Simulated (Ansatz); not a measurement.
# BBr2Cl (dibromo(chloro)borane) at wB97M-V/6-31G(d) (spherical functions)

Aim: the electronic atomisation energy of BBr2Cl (dibromo(chloro)borane) at wB97M-V/6-31G* (spherical functions), from 4 runs. 

Program for the calculation: Ansatz 0.2.0.

51 further runs of the same task are left out: 2 that didn't finish, 49 set aside as unsound or not needed.

## Step 1: Starting point

BBr2Cl has 4 atoms, charge 0, and is taken as a singlet. SMILES: `ClB(Br)Br`. The coordinates come from a PBE0-D4/def2-TZVP relaxation.

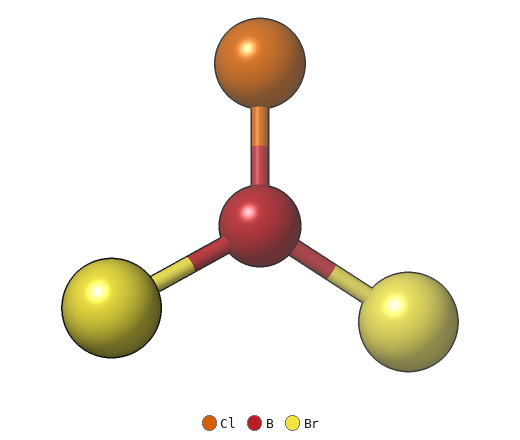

The structure, seen from a chosen angle (chlorine orange, boron red, bromine yellow).

## Step 2: The energy at wB97M-V/6-31G(d) (spherical functions)

input.yaml

```yaml
crystal:
  periodic: [false, false, false]
  atoms:
    - {symbol: Cl, position_ang: [-0.203300, -1.644940, 0.633550]}
    - {symbol: B, position_ang: [-0.004820, -0.039040, 0.015030]}
    - {symbol: Br, position_ang: [1.283490, 1.123730, 0.785650]}
    - {symbol: Br, position_ang: [-1.075360, 0.560270, -1.434250]}
basis:
  gaussian:
    orbitals: 6-31G_st_-spherical.json
hamiltonian:
  xc: {name: wB97M-V}
accuracy: high
output: {orbitals: {seedname: orbitals}}
```

The basis set 6-31G* is read from a file made from the Basis Set Exchange's data (not shown).

Command:

```
$ ansatz run input.yaml --threads 1 --pin off --max-ram 3480MiB --events-out events.jsonl --progress --plain --runs-dir runs
```

The log of the run:

```text
Warning: RAYON_NUM_THREADS=1 ignored (pool sized by the plan → 1); use --threads N
Functional definition: wB97M-V
  name "wB97M-V"
  parameter omega = 0.3/bohr
  parameter cx = 0.15
  parameter cx01 = 1.007
  parameter cx10 = 0.259
  parameter css00 = 0.443
  parameter css04 = -1.437
  parameter css10 = -4.535
  parameter css20 = -3.390
  parameter css43 = 4.278
  parameter cos00 = 1.000
  parameter cos10 = 1.358
  parameter cos20 = 2.924
  parameter cos21 = -8.812
  parameter cos60 = -1.390
  parameter cos61 = 9.142
  parameter b = 6.0
  parameter c = 0.01
  gx(w, u) = 1 - cx + cx01*u + cx10*w
  gss(w, u) = css00 + css04*u^4 + css10*w + css20*w^2 + css43*w^4*u^3
  gos(w, u) = cos00 + cos10*w + (cos20 + cos21*u)*w^2 + (cos60 + cos61*u)*w^6
  exchange = spin_sum(e_x_unif_sr(omega)*gx(b97_w, b97_u_x)) + cx*exact_x_sr(omega) + exact_x_lr(omega)
  correlation = spin_sum(e_c_pw_mod_same_spin*gss(b97_w, b97_u_same))
      + integral(e_c_pw_mod_opposite_spin*gos(b97_w_opposite, b97_u_opposite)) + vv10(b, c)
1835 factors; integrals over basis functions are off by at most 4.1e-9 eV
326 factors; integrals over basis functions are off by at most 1.8e-9 eV
mean field evaluation 1: about -153267.3726 eV, gradient 2.0e1 eV
mean field evaluation 2: about -153267.5931 eV, gradient 2.1e1 eV
mean field evaluation 4: about -153268.6640 eV, gradient 5.7e-1 eV
mean field evaluation 8: about -153268.7238 eV, gradient 5.5e-3 eV
mean field evaluation 16: about -153268.7238 eV, gradient 7.3e-6 eV
mean field -153268.72378048 eV, -5632.5217096604 hartree, gradient 6.6e-8 eV, S^2 0.000000; 0 other end points of the search recorded, 0 dependent functions left out
reference -153268.72378378 eV, -5632.5217097817 hartree; 46, 46 occupied and 50, 50 virtual orbitals, 1835 factors
Total energy: -153268.72378378 eV, -5632.5217097817 hartree
```

It took 93 s on 1 thread of Arm Neoverse V1, shared host; peak memory 0.65 GiB.

## Step 3: The B atom

job.yaml

```yaml
crystal:
  periodic: [false, false, false]
  atoms:
    - {symbol: B, position_ang: [0.000000, 0.000000, 0.000000]}
basis:
  gaussian:
    orbitals: 6-31G_st_-spherical.json
magnetization:
  spin_polarized: true
  initial_magnetization: 1
hamiltonian:
  xc: {name: wB97M-V}
accuracy: high
```

The basis set 6-31G* is read from a file made from the Basis Set Exchange's data (not shown).

Command:

```
$ ansatz run job.yaml --threads 1 --pin off --max-ram 3480MiB --events-out events.jsonl --progress --plain --runs-dir runs
```

The log of the run, cut to the lines that bear on the results:

```text
Warning: RAYON_NUM_THREADS=1 ignored (pool sized by the plan → 1); use --threads N
[... 2 set-up lines as earlier in the session ...]
[...]
  gx(w, u) = 1 - cx + cx01*u + cx10*w
  gss(w, u) = css00 + css04*u^4 + css10*w + css20*w^2 + css43*w^4*u^3
  gos(w, u) = cos00 + cos10*w + (cos20 + cos21*u)*w^2 + (cos60 + cos61*u)*w^6
[...]
      + integral(e_c_pw_mod_opposite_spin*gos(b97_w_opposite, b97_u_opposite)) + vv10(b, c)
96 factors; integrals over basis functions are off by at most 1.6e-9 eV
60 factors; integrals over basis functions are off by at most 1.2e-9 eV
[...]
mean field -670.41875769 eV, -24.6374349189 hartree, gradient 2.3e-9 eV, S^2 0.750394; 0 other end points of the search recorded, 0 dependent functions left out
reference -670.41875975 eV, -24.6374349947 hartree; 3, 2 occupied and 11, 12 virtual orbitals, 96 factors
Total energy: -670.41875975 eV, -24.6374349947 hartree
```

It took 2.6 s on 1 thread of Arm Neoverse V1, shared host; peak memory 0.16 GiB.

## Step 4: The Br atom, same level

job.yaml

```yaml
crystal:
  periodic: [false, false, false]
  atoms:
    - {symbol: Br, position_ang: [0.000000, 0.000000, 0.000000]}
basis:
  gaussian:
    orbitals: 6-31G_st_-spherical.json
accuracy: high
magnetization:
  spin_polarized: true
  initial_magnetization: 1
hamiltonian:
  xc: {name: wB97M-V}
```

The basis set 6-31G* is read from a file made from the Basis Set Exchange's data (not shown).

Command:

```
$ ansatz run job.yaml --threads 1 --pin off --max-ram 3480MiB --events-out events.jsonl --progress --plain --runs-dir runs
```

The log of the run, cut to the lines that bear on the results:

```text
Warning: RAYON_NUM_THREADS=1 ignored (pool sized by the plan → 1); use --threads N
[... 2 set-up lines as earlier in the session ...]
[...]
  gx(w, u) = 1 - cx + cx01*u + cx10*w
  gss(w, u) = css00 + css04*u^4 + css10*w + css20*w^2 + css43*w^4*u^3
  gos(w, u) = cos00 + cos10*w + (cos20 + cos21*u)*w^2 + (cos60 + cos61*u)*w^6
[...]
      + integral(e_c_pw_mod_opposite_spin*gos(b97_w_opposite, b97_u_opposite)) + vv10(b, c)
308 factors; integrals over basis functions are off by at most 4.8e-9 eV
77 factors; integrals over basis functions are off by at most 1.1e-9 eV
[...]
mean field -70032.88327546 eV, -2573.6609903799 hartree, gradient 9.8e-8 eV, S^2 0.751619; 0 other end points of the search recorded, 0 dependent functions left out
reference -70032.88327752 eV, -2573.6609904556 hartree; 18, 17 occupied and 14, 15 virtual orbitals, 308 factors
Total energy: -70032.88327752 eV, -2573.6609904556 hartree
```

It took 13 s on 1 thread of Arm Neoverse V1, shared host; peak memory 0.27 GiB.

## Step 5: The Cl atom at the same level

job.yaml

```yaml
basis:
  gaussian:
    orbitals: 6-31G_st_-spherical.json
crystal:
  periodic: [false, false, false]
  atoms:
    - {symbol: Cl, position_ang: [0.000000, 0.000000, 0.000000]}
magnetization:
  spin_polarized: true
  initial_magnetization: 1
hamiltonian:
  xc: {name: wB97M-V}
accuracy: high
```

The basis set 6-31G* is read from a file made from the Basis Set Exchange's data (not shown).

Run the same way, it converges to -460.09383 Eh (log not shown).

## Step 6: Outcome

At wB97M-V/6-31G* (spherical functions):

| quantity | value |
| --- | --- |
| molecule: total energy | -5632.52171 Eh |
| molecule: HOMO energy | -10.62 eV |
| molecule: LUMO energy | 0.13 eV |
| molecule: HOMO–LUMO gap | 10.75 eV |
| B atom: total energy | -24.63743 Eh |
| B atom: ⟨S²⟩ | 0.750 |
| Br atom: total energy | -2573.66099 Eh |
| Br atom: ⟨S²⟩ | 0.752 |
| Cl atom: total energy | -460.09383 Eh |
| Cl atom: ⟨S²⟩ | 0.751 |
| electronic atomisation energy | 12.747 eV |

In words: Taking the molecule apart into free atoms costs 12.75 eV (294 kcal/mol), before zero-point energy and without spin-orbit coupling.
